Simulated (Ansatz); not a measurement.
# Calculations on CH₆BCl

**1. Relaxation**

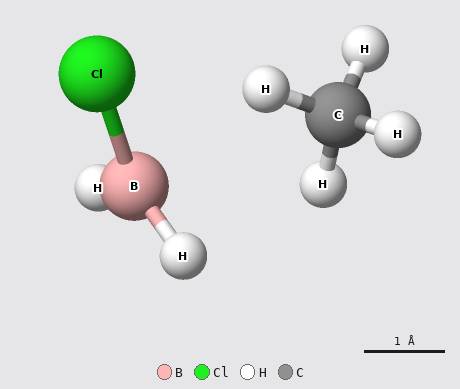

Starting structure of CH6BCl. The picture is a ball-and-stick view, seen at a tilt.

The run prepares an end point of a later path (reaction) calculation, from a guessed geometry.

Computed with Ansatz 0.2.0, RKS PBE/def2-TZVP.

The input:
```yaml
crystal:
  periodic: [false, false, false]
  atoms:
    - { symbol: B, position_ang: [-0.609955, 0.188958, -1.454517] }
    - { symbol: Cl, position_ang: [0.8037, 1.06784, -2.193886] }
    - { symbol: H, position_ang: [-0.665083, -0.992128, -1.647869] }
    - { symbol: H, position_ang: [-1.460044, 0.836707, -0.926774] }
    - { symbol: H, position_ang: [0.674902, 0.054217, 0.236187] }
    - { symbol: C, position_ang: [0.376629, -0.220495, 1.245274] }
    - { symbol: H, position_ang: [0.173869, 0.691884, 1.81732] }
    - { symbol: H, position_ang: [1.219016, -0.766632, 1.688102] }
    - { symbol: H, position_ang: [-0.513134, -0.860351, 1.236264] }
basis:
  gaussian: { orbitals: def2-TZVP }
hamiltonian:
  xc: pbe
relax:
  f_tol: 0.03
  max_steps: 50
```

Launched with:
```bash
ansatz run input.yaml --threads 4 --pin off --max-ram 5120MiB --backend cpu --events-out ev --progress --plain --runs-dir out
```

Question: Where does the relaxation end?

Answer: The largest move after the best rigid fit is that of H5, 0.71 Å. Largest moves by element: H 0.71 Å, Cl 0.51 Å, B 0.40 Å, C 0.31 Å. Among the contacts that change: B1–Cl2 1.821 → 1.743 Å, H5–C6 1.088 → 1.098 Å, B1–H4 1.192 → 1.197 Å. Bond angles that change, for instance: H5–C6–H8 106.8° → 109.2°. After 9 accepted moves (11 points after the start) the energy has fallen by 0.133 eV. Largest force component: 0.99 eV/Å at the start, 0.02 eV/Å at the end. The line search rejected the trial steps at points 8, 10 of the run. The forces were under the threshold at step 7, but the run went on from there.

Final geometry:

```xyz
9

B    -0.7856    0.2631   -1.8041
Cl    0.4977    1.1340   -2.5992
H    -0.8040   -0.9289   -1.9104
H    -1.5978    0.8941   -1.1924
H     1.2259   -0.0381    0.6779
C     0.5371   -0.2715    1.5003
H     0.1946    0.6600    1.9669
H     1.0595   -0.8849    2.2452
H    -0.3276   -0.8278    1.1159
```

The end point in the same view:

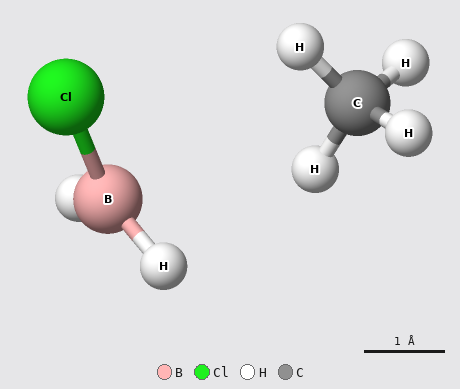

**2. Relaxation**

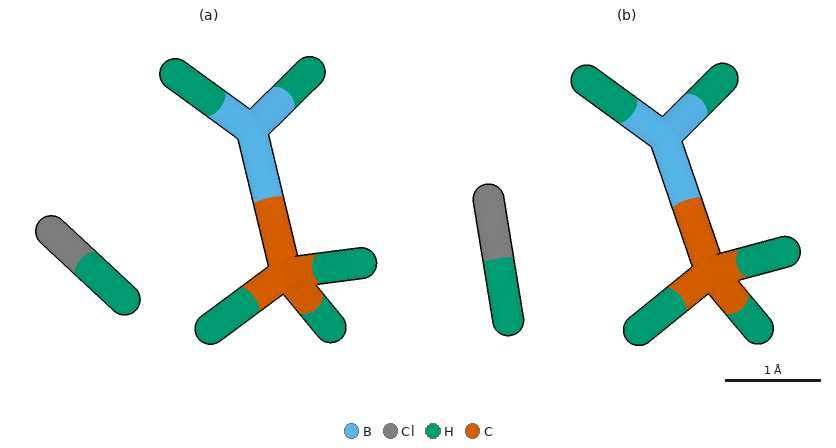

The structure of CH$_{6}$BCl before (left) and after (right) a relaxation, at one scale.

Style: stick. Shown from a free direction.

The run prepares an end point of a later path (reaction) calculation, from a guessed geometry.

The calculation used Ansatz 0.2.0, RKS PBE/def2-TZVP.

Input file:
```yaml
crystal:
  periodic: [false, false, false]
  atoms:
    - { symbol: B, position_ang: [-0.849796, -0.320332, -0.450547] }
    - { symbol: Cl, position_ang: [1.447918, 1.362443, -1.817893] }
    - { symbol: H, position_ang: [-0.75456, -1.263851, -1.189986] }
    - { symbol: H, position_ang: [-1.677441, 0.522602, -0.67259] }
    - { symbol: H, position_ang: [1.417579, 0.927403, -0.57953] }
    - { symbol: C, position_ang: [-0.004923, -0.274986, 0.8891] }
    - { symbol: H, position_ang: [0.12256, 0.714136, 1.352548] }
    - { symbol: H, position_ang: [0.947261, -0.824654, 0.871551] }
    - { symbol: H, position_ang: [-0.648697, -0.842763, 1.597446] }
basis:
  gaussian: { orbitals: def2-TZVP }
hamiltonian:
  xc: pbe
relax:
  f_tol: 0.03
  max_steps: 50
output:
  orbitals: {}
```

Command:
```bash
ansatz run input.yaml --threads 4 --pin off --max-ram 5120MiB --backend cpu --events-out ev --progress --plain --runs-dir out
```

What changed between the two?

Answer. The energy falls by 1.40 kcal/mol in 9 accepted moves (10 points after the start). The largest force component goes from 0.52 to 0.015 eV/Å. The line search rejected the trial step at point 1 of the run. H5 moves most after the best rigid fit: 0.59 Å. Largest moves by element: H 0.59 Å, Cl 0.47 Å, B 0.11 Å, C 0.10 Å. Among the contacts that change: B1–Cl2 3.159 → 2.647 Å, Cl2–H5 1.313 → 1.292 Å, B1–C6 1.584 → 1.567 Å.

Limits of the set-up: the start holds two separate molecules, 2.3 Å apart at their closest, whose relative position is a soft coordinate and is computed without a dispersion correction.

**3. Path**

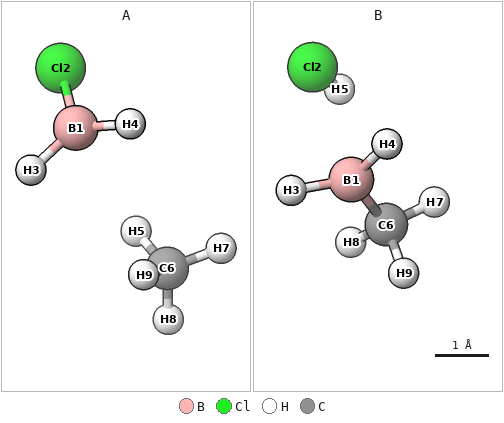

The two relaxed end points of a path for CH6BCl, made up at the start of BH₂Cl and CH₄. Style: ball-and-stick. Shown from a free direction.

All numbers below come from Ansatz 0.2.0, RKS PBE/def2-TZVP.

Run with 9 movable images; climbing image; force threshold 0.03 eV/Å; iteration limit 60.

Start:
```xyz
9

B    -0.7794    0.2670   -1.8062
Cl    0.5084    1.1358   -2.5963
H    -0.8001   -0.9249   -1.9140
H    -1.5921    0.8991   -1.1964
H     1.2237   -0.0417    0.6817
C     0.5318   -0.2744    1.5017
H     0.1900    0.6573    1.9682
H     1.0505   -0.8898    2.2474
H    -0.3330   -0.8283    1.1139
```

End:
```xyz
9

B    -0.7335   -0.1717   -0.5221
Cl    1.3195    1.0199   -1.6930
H    -0.6692   -1.0860   -1.3038
H    -1.4535    0.7553   -0.7932
H     2.0259    1.0808   -0.6130
C    -0.1791   -0.3405    0.9337
H     0.0025    0.5965    1.4804
H     0.6903   -1.0071    1.0312
H    -1.0030   -0.8471    1.4799
```

Q: What barrier does the band find between them, and by what path?

A: The highest point, image 7, lies 1.36 eV above the start and 0.39 eV above the end; the end is at +0.97 eV relative to the start. Breaking: B1–Cl2 (1.74 → 2.15 at the top → 2.65 Å), H5–C6 (1.10 → 1.50 at the top → 3.05 Å). Forming: B1–C6 (3.60 → 1.69 at the top → 1.57 Å), Cl2–H5 (3.56 → 1.51 at the top → 1.29 Å). The band converged in 22 iterations, with a climbing image at the top.

Energies of the converged images:

| image | path (Å) | E (eV) |
| --- | --- | --- |
| 0 | 0.00 | 0.000 |
| 1 | 0.54 | 0.001 |
| 2 | 1.07 | 0.002 |
| 3 | 1.61 | 0.020 |
| 4 | 2.15 | 0.090 |
| 5 | 2.69 | 0.292 |
| 6 | 3.22 | 0.799 |
| 7 | 3.76 | 1.360 |
| 8 | 4.32 | 1.122 |
| 9 | 4.87 | 1.006 |
| 10 | 5.43 | 0.975 |

The geometry at the top of the path:

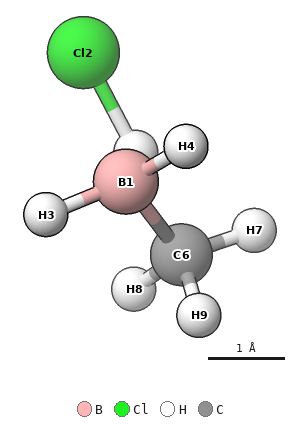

Limits of the set-up: the start holds two separate molecules, 3.1 Å apart at their closest, whose relative position is a soft coordinate and is computed without a dispersion correction.

The run took 4.8 min on 4 threads of Arm Neoverse N1 (shared host), peak memory 0.21 GiB.
